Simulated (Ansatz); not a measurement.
# Quasi-harmonic thermodynamics of ReS (hypothetical, F-43m), part 2 of 3

Wanted: α(T), C_P(T) and B(T) of ReS (hypothetical) in the quasi-harmonic approximation. The crystal structure is hypothetical: it was made by swapping elements on a known structure type.

Ansatz 0.2.0; DFT PBEsol, scalar-relativistic, plane waves, PAW.

So far. Step 2 (Probe on a coarse mesh): The start is under -30 GPa at this level and looks like a metal on this mesh.

## 5. Tight relaxation

The relaxation is repeated with tighter thresholds on force and stress, since phonons are sensitive to what is left; a change of mesh or smearing in the input moves the cell too.

input.yaml

```yaml
crystal:
  lattice:
    - [0.0, 2.592151656, 2.592151656]
    - [2.592151656, 0.0, 2.592151656]
    - [2.592151656, 2.592151656, 0.0]
  atoms:
    - { symbol: Re, position: [0.0, 0.0, 0.0] }
    - { symbol: S, position: [0.25, 0.25, 0.25] }
kpoints:
  mp_grid: { grid: [16, 16, 16] }
hamiltonian:
  xc: pbesol
scf:
  occupations: { method: methfessel_paxton, width: 0.15 }
output:
  forces: true
  stress: true
  eigenvalues: true
  write_density: true
  write_potential: true
  elf: true
  volumetric_format: npy
relax:
  adjacent_minimum: "off"
  f_tol: 0.001
  max_steps: 60
  cell: { stress_tol: 0.01 }
```

Run with:

```bash
ansatz run input.yaml --threads 4 --pin off --max-ram 8192MiB --backend cpu --events-out ev --progress --plain --runs-dir out
```

Numbers of over 12 decimals in the logs are rounded to 6 here.

What it wrote:

```text
[...]
Crystal: 2 atoms, lattice volume = 34.835 Å³
Basis set: ecut = 420 eV, 701 PW (Γ), exchange–correlation on 50×50×50 points (8 copies of the dense FFT grid, shifted against one another)
Bands: 15, of which v1, the nominal top of the filled ones, is band 11 counted from 1 (10 counted from 0)
Symmetry: 24 space group operations
[...]
k-points: 145 of 4096 (time reversal used)
[...]
SCF iter   1: F=—  HF=-11621.559725 eV  |F-HF|=—  |Δ(HF+E_count)|=         —  Δρ=6.38e-3  dr2=6.35e-3  ethr=1.77e-3  ⟨swp⟩=5.0  Hψ=12103  notcnv=0
[...]
SCF iter   7: F=-11621.560313 eV  HF=-11621.560313 eV  |F-HF|=3.46e-11  |Δ(HF+E_count)|=   1.46e-8  S|Δr|=    0.00e0  Δρ=3.25e-6  dr2=2.71e-9  ethr=4.76e-10  ⟨swp⟩=8.0  Hψ=11798  notcnv=0
SCF 1 converged in 7 iterations: F = -11621.560313 eV  dr2 = 2.71e-9
[...]
relax step   1: F+E_penalty+E_count = -11621.56031272 eV  Δ(F+E_penalty+E_count) = +0.000e0 eV  max|allowed force component| = 1.388e-17 eV/Å  Δτ_max = 0.0000 Å  P = -0.055 GPa  Ω = 34.835 Å³  (7 SCF iters, dr2 threshold 1.00e-7 eV, accepted)
Crystal: 2 atoms, lattice volume = 34.824 Å³
[...]
SCF iter   3: F=-11621.560319 eV  HF=-11621.560319 eV  |F-HF|=2.84e-10  |Δ(HF+E_count)|=   3.29e-8  S|Δr|=    0.00e0  Δρ=2.69e-6  dr2=2.85e-9  ethr=3.63e-11  ⟨swp⟩=6.1  Hψ=12467  notcnv=0
SCF 2 converged in 3 iterations: F = -11621.560319 eV  dr2 = 2.85e-9
relax step   2: F+E_penalty+E_count = -11621.56031880 eV  Δ(F+E_penalty+E_count) = -6.079e-6 eV  max|allowed force component| = 5.551e-17 eV/Å  Δτ_max = 0.0000 Å  P = +0.005 GPa  Ω = 34.824 Å³  energy of the carried Pulay correction = +4.401e-6 eV  (3 SCF iters, dr2 threshold 7.62e-9 eV, accepted)
[...]
SCF iter   1: F=—  HF=-11621.560313 eV  |F-HF|=—  |Δ(HF+E_count)|=         —  Δρ=3.23e-6  dr2=2.26e-9  ethr=7.69e-8  ⟨swp⟩=3.0  Hψ=18145  notcnv=0
eigensolver tolerance schedule: the retry pair's looser diagonalisation over-reported the residual by 7142.53 of it (diagonalisation noise at 0.22 of the residual, at the tolerance the schedule requests for it); recorded, not acted on — ethr = c·dr2/N_el stays at c = 1.0e-1
[...]
SCF iter   2: F=—  HF=-11621.560308 eV  |F-HF|=—  |Δ(HF+E_count)|=   4.68e-6  S|Δr|=    0.00e0  Δρ=2.26e-6  dr2=1.93e-9  ethr=1.08e-11  ⟨swp⟩=3.1  Hψ=4242  notcnv=0
[...]
SCF iter   7: F=-11621.560308 eV  HF=-11621.560308 eV  |F-HF|=9.09e-12  |Δ(HF+E_count)|=    0.00e0  S|Δr|=    0.00e0  Δρ=3.67e-9  dr2=5.85e-15  ethr=1.00e-12  ⟨swp⟩=3.2  Hψ=8217  notcnv=0
SCF 3 converged in 7 iterations: F = -11621.560308 eV  dr2 = 5.85e-15
relax step   3: F+E_penalty+E_count = -11621.56030794 eV  Δ(F+E_penalty+E_count) = +1.086e-5 eV  max|allowed force component| = 5.089e-17 eV/Å  Δτ_max = 0.0000 Å  P = +0.006 GPa  Ω = 34.824 Å³  stress off target by 5.59e-3 GPa  SCF on the basis re-selected at this cell (its energy is not comparable with the rows above)  (7 SCF iters)
[...]
SCF converged after 7 iterations
Stability not checked: this state was not tested for a lower state beside it, because cold or Methfessel-Paxton smearing, or corrected tetrahedra, fill the levels in a way that the test cannot read (fill_not_monotonic; see scf.lower_state_search)
Free energy (F): -11621.560308 eV
[...]
Internal energy: -11621.557813 eV  (E = F + TS)
E sigma→0 (E₀):  -11621.559684 eV
Entropy (-TS):   -0.002495 eV (-1.247 meV/atom)
Fermi energy:    14.043422 eV
[...]
--- Stress (GPa, compression-positive) ---
        0.005591       0.000000       0.000000
        0.000000       0.005591      -0.000000
        0.000000      -0.000000       0.005591
  P = ⅓ Tr σ = 0.0056 GPa (0.056 kbar)
--- Band table (eV; the first three rows and the last of 145) ---
  k-point 0: bands = [... 7 lower, 7.6982, 12.8581, 12.8581, 15.3153, 18.9693, 18.9693, 18.9693, 22.3624]
  k-point 1: bands = [... 7 lower, 7.7226, 12.8334, 12.8334, 15.4813, 18.7896, 18.9871, 18.9871, 22.0714]
  k-point 2: bands = [... 7 lower, 7.7910, 12.7781, 12.7781, 15.9235, 18.2845, 18.9771, 18.9771, 21.4246]
  k-point 144: bands = [... 7 lower, 9.3293, 11.3372, 12.5869, 14.0042, 15.2916, 16.8616, 21.8765, 22.1915]
--- Relaxed structure (2 steps of the walk, 2 accepted, 1 SCFs on fresh bases) ---
[...]
cell:  # Å, volume = 34.8238 Å³
    - [0, 2.591883, 2.591883]
    - [2.591883, 0, 2.591883]
    - [2.591883, 2.591883, 0]
  atoms:
    - { symbol: Re, position: [0, 0, 0] }
    - { symbol: S, position: [0.25, 0.25, 0.25] }
```

It took 8.8 s on 4 threads of Intel Xeon Platinum 8488C (Sapphire Rapids), shared host; peak memory 0.49 GiB.

Little changed from the start: no atom moved by 0.005 Å and no cell edge by 0.1 %.

This step gave:

* pressure: 0.005591 GPa
* volume per atom: 17.41 Å³

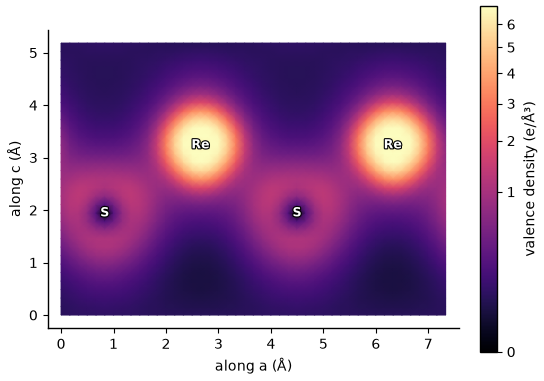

Valence density in the ac plane of a cell with a along [110], b along [-110] and c along [001] of the cube at fractional y = 0.000, with atoms of Re and S within 0.2 Å of it. It is the smooth field of the valence electrons, not physical close to the nuclei. The map starts off the cell's origin, so that atoms lie inside it. The colour scale is stretched toward low values.

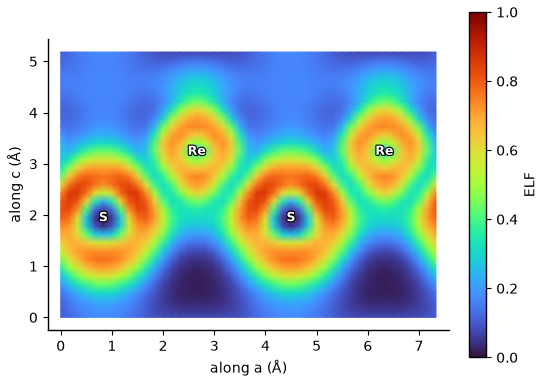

ELF in the ac plane of a cell with a along [110], b along [-110] and c along [001] of the cube at fractional y = 0.000, with atoms of Re and S within 0.2 Å of it. It is the smooth field of the valence electrons, not physical close to the nuclei. The map starts off the cell's origin, so that atoms lie inside it.

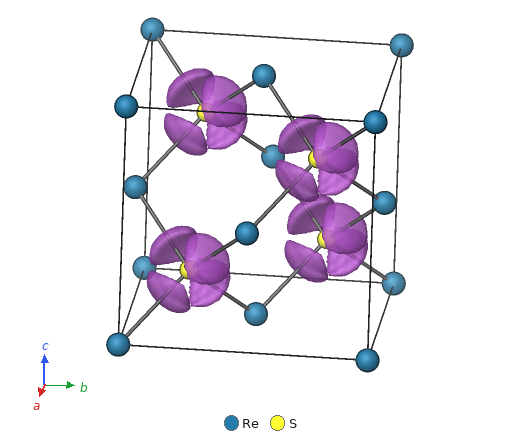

Surface of ELF = 0.77. Bonds to atoms that aren't drawn are left out.

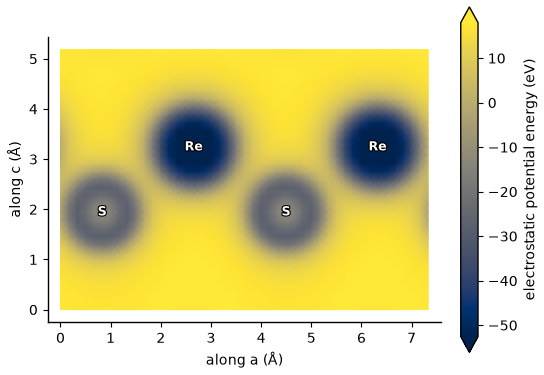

Electrostatic potential energy in the ac plane of a cell with a along [110], b along [-110] and c along [001] of the cube at fractional y = 0.000, with atoms of Re and S within 0.2 Å of it. With pseudopotentials it is smooth inside the atoms' cores, unlike the true potential. The map starts off the cell's origin, so that atoms lie inside it.

The residual pressure is 0.0056 GPa, small enough for phonons.

## 6. An input with a fault

This input was changed on purpose, to see how the program answers.

input.yaml

```yaml
crystal:
  lattice:
    - [0.0, 2.5918834164, 2.5918834164]
    - [2.5918834164, 0.0, 2.5918834164]
    - [2.5918834164, 2.5918834164, 0.0]
  atoms:
    - { symbol: Re, position: [0.0, 0.0, 0.0] }
    - { symbol: S, position: [0.25, 0.25, 0.25] }
kpoints:
  mp_grid: { grid: [16, 16, 16] }
hamiltonian:
  xc: pbesol
scf:
  occupations: { method: methfessel_paxton, width: 0.15 }
  max_iter: 60
output:
  eigenvalues: true
phonons:
  method: dfpt
  qmesh: [4, 4, 4]
  amplitude: 0.01
  thermal_expansion: {}
```

What it wrote:

```text
Error: invalid value for `phonons.amplitude`: set with method: dfpt — a finite-displacement knob (the displacement step); dfpt computes the analytic response in the run's own cell, with no displaced geometries; remove amplitude or use method: fd, without the keys that are dfpt's alone (method's entry in the input reference names them)
```

Run time: 0.03 s. Hardware: 4 threads; peak memory 0.044 GiB.

The program refused the input before any cycle.

The program's message: “Error: invalid value for `phonons.amplitude`: set with method: dfpt — a finite-displacement knob (the displacement step); dfpt computes the analytic response in the run's own cell, with no displaced g …”

The fault put into the input: a displacement amplitude under linear response.

## 7. The quasi-harmonic study, q-mesh 2×2×2

Thermal expansion follows from how the free energy of the vibrations (and of the electrons in a metal) changes with strain, so the program makes strained cells, their phonons and a fit in one run.

input.yaml, the sections that differ from step 6:

```yaml
scf:
  occupations: { method: methfessel_paxton, width: 0.15 }
phonons:
  method: dfpt
  qmesh: [2, 2, 2]
  temperatures: { t_max: 800.0, t_step: 50 }
  thermal_expansion: {}
# crystal, kpoints, hamiltonian, output: as in step 6
```

What it wrote:

```text
The last accepted step is kept in <dir> (removed where the run ends without a failure and the disk answers)
Engine: ansatz 0.2.0, x86_64-unknown-linux-gnu
Pseudopotentials: kind: paw
Pseudopotential: Re, paw, valence charge 15, recommended cutoff 420 eV (normal), Re.paw.azcp
Pseudopotential: S, paw, valence charge 6, recommended cutoff 420 eV (normal), S.paw.azcp
Functional definition: PBEsol
  exchange = pbesol_x
  correlation = pbesol_c
Crystal: 2 atoms, lattice volume = 34.824 Å³
Basis set: ecut = 487.2 eV, 869 PW (Γ), exchange–correlation on 54×54×54 points (8 copies of the dense FFT grid, shifted against one another)
Bands: 15, of which v1, the nominal top of the filled ones, is band 11 counted from 1 (10 counted from 0)
Symmetry: 24 space group operations
Space group: F-43m (ITA 216), of the structure as read, at distance tolerance 3.3e-5 Å
k-points: 145 of 4096 (time reversal used)
Non-local potential: Re, projectors of the file, l = 0: 3, l = 1: 2, l = 2: 2, l = 3: 1
Non-local potential: S, projectors of the file, l = 0: 2, l = 1: 2, l = 2: 2
PAW form: soft (Blöchl's): semilocal exchange-correlation on the pseudo side does not see the compensation charge
PAW frozen core: Re, regenerated for the run's functional, and the local potential with it (the file was generated under x = pbe(κ = 0.804, μ = 0.219515), c = pbe(β = 0.066725))
PAW frozen core: S, regenerated for the run's functional, and the local potential with it (the file was generated under x = pbe(κ = 0.804, μ = 0.219515), c = pbe(β = 0.066725))
PAW one-centre angular grid: Re, 590 points (default); XC on 64 Gauss nodes
PAW one-centre angular grid: S, 110 points (default); XC on 64 Gauss nodes
Initial density: superposition of atomic densities (neutral atoms: chi_scale 0, normalization atom), corrected by the library's trained network
Initial wavefunctions: pseudopotential atomic-orbital guess
Functional: x = pbesol(κ = 0.804, μ = 0.123457), c = pbesol(β = 0.046)
SCF iter   1: F=—  HF=-11621.561929 eV  |F-HF|=—  |Δ(HF+E_count)|=         —  Δρ=6.36e-3  dr2=6.37e-3  ethr=1.77e-3  ⟨swp⟩=5.0  Hψ=12067  notcnv=0
preconditioner: auto → Kerker (q_TF=auto, 2.508 Å⁻¹)  [metal: Δε(μ)=0.006 eV  Ē_g=9.878 eV  σ=0.150 eV  W_gap=0.03  n_scr=14 (ndim 8)  ℏωp=22.7 eV  f_vac=0.003  D(μ)=2.58/eV (n_scr^D=26)]
SCF iter   2: F=—  HF=-11621.561830 eV  |F-HF|=—  |Δ(HF+E_count)|=   9.83e-5  S|Δr|=    0.00e0  Δρ=3.74e-3  dr2=2.36e-3  ethr=3.03e-5  ⟨swp⟩=1.5  Hψ=3589  notcnv=0
SCF iter   3: F=—  HF=-11621.562457 eV  |F-HF|=—  |Δ(HF+E_count)|=   6.27e-4  S|Δr|=    0.00e0  Δρ=5.16e-4  dr2=1.02e-4  ethr=1.12e-5  ⟨swp⟩=2.6  Hψ=3486  notcnv=0
[...]
Free energy (F): -11621.562505 eV
Harris-Foulkes:  -11621.562505 eV  (|F-HF|=5.46e-12)
Internal energy: -11621.560010 eV  (E = F + TS)
E sigma→0 (E₀):  -11621.561882 eV
Entropy (-TS):   -0.002495 eV (-1.248 meV/atom)
Fermi energy:    14.043375 eV
--- Per-component energies (eV) ---
  E_band       = -185.700309
  E_kinetic    = 654.192799
  E_local      = -1384.991286  (includes V_loc(G=0)·N_el)
  E_nonlocal   = 82.107314
  E_hartree    = 503.235719
  E_xc         = -497.405515
  E_vxc        = -391.737008  (∫ρ·V_xc dr)
  E_paw        = -9116.459802  (= ΣΔE_a)
  E_vpaw       = -151.743507  (= ΣTr[D̂ρ^β])
  E_aug_tail   = -0.000034  (compensation charges beyond the density's cutoff)
  E_ewald      = -1862.534414
  E_core_change = 0.295211  (= ΣΔE_core)
  E_smearing   = -0.002495  (= −TS)
  E_closure    = 0.000000  (closes the sum)
  Σ components = -11621.562505   (vs F -11621.562505, Δ=0.00e0)
--- Forces (eV/Å), atoms counted from 1 ---
  atom   1  Re    -0.00000000     0.00000000     0.00000000
  atom   2  S     -0.00000000     0.00000000     0.00000000
  max |Σ_I F_I| component: 2.59e-16 eV/Å
--- Stress (GPa, compression-positive) ---
        0.001947      -0.000000       0.000000
       -0.000000       0.001947      -0.000000
        0.000000      -0.000000       0.001947
  P = ⅓ Tr σ = 0.0019 GPa (0.019 kbar)
--- Band table (eV; the first three rows and the last of 145) ---
  k-point 0: bands = [... 7 lower, 7.6983, 12.8582, 12.8582, 15.3150, 18.9693, 18.9693, 18.9693, 22.3619]
  k-point 1: bands = [... 7 lower, 7.7227, 12.8335, 12.8335, 15.4811, 18.7895, 18.9871, 18.9871, 22.0708]
  k-point 2: bands = [... 7 lower, 7.7911, 12.7781, 12.7781, 15.9233, 18.2844, 18.9770, 18.9770, 21.4241]
  k-point 144: bands = [... 7 lower, 9.3293, 11.3372, 12.5870, 14.0042, 15.2917, 16.8616, 21.8762, 22.1910]
── thermal expansion: 3 new cells, 3 in all ──
thermal expansion: relaxation of cell 2
thermal expansion: relaxation of cell 3
── thermal expansion: 2 new cells, 5 in all ──
thermal expansion: relaxation of cell 4
thermal expansion: lower-state search of cell 4
thermal expansion: electrons of cell 4
thermal expansion: phonons of cell 4
WARN: thermal expansion: vibrations_at_or_below_zero in the phonons of 1 cell: 4
this run last wrote the structure of step 1 to <dir>
--- Relaxed structure (1 steps of the walk, 1 accepted, 0 SCFs on fresh bases) ---
  F+E_penalty+E_count = -11621.56250539 eV   max|allowed force component| = 1.850e-17 eV/Å
  atoms:
    - { symbol: Re, position: [0.0, 0.0, 0.0] }
    - { symbol: S, position: [0.25, 0.25, 0.25] }
--- Thermal expansion: 5 cells in 2 rounds, 0 GPa ---
  no lower state was reached at cell 4; its state was not examined: fill_not_monotonic
  not told: vibrations stand at or below zero in cell 4 (1.000 modes a cell, the lowest at -28.8 cm⁻¹): the crystal is at no minimum there, or its k-points are too few: type the crystal that it becomes, another pressure, or a denser kpoints.mp_grid, in a new run
  vibrations_at_or_below_zero in the phonons of 1 cell: 4
Error: vibrations stand at or below zero in cell 4 (1.000 modes a cell, the lowest at -28.8 cm⁻¹): the crystal is at no minimum there, or its k-points are too few: type the crystal that it becomes, another pressure, or a denser kpoints.mp_grid, in a new run
[key lines of the parts left out:]
SCF converged after 9 iterations
```

Wall time 2.3 min (4 threads); peak memory 1.9 GiB.

The run ended with an error.

The program's message: “vibrations stand at or below zero in cell 4 (1.000 modes a cell, the lowest at -28.8 cm⁻¹): the crystal is at no minimum there, or its k-points are too few: type the crystal that it becomes, another p …”

(Part 2 of 3 ends here.)

[Logs are printed without paths, hosts, clocks, repeated set-up lines and the standing remarks that a program may print on its own settings, such as how far it seeks lower states.]

[Hosts, paths, dates, database ids (printed as entryN), source tags and the programs' standing remarks are cut or masked in the printed files.]

[A step with changed settings may run another functional than the one named; its input shows which.]
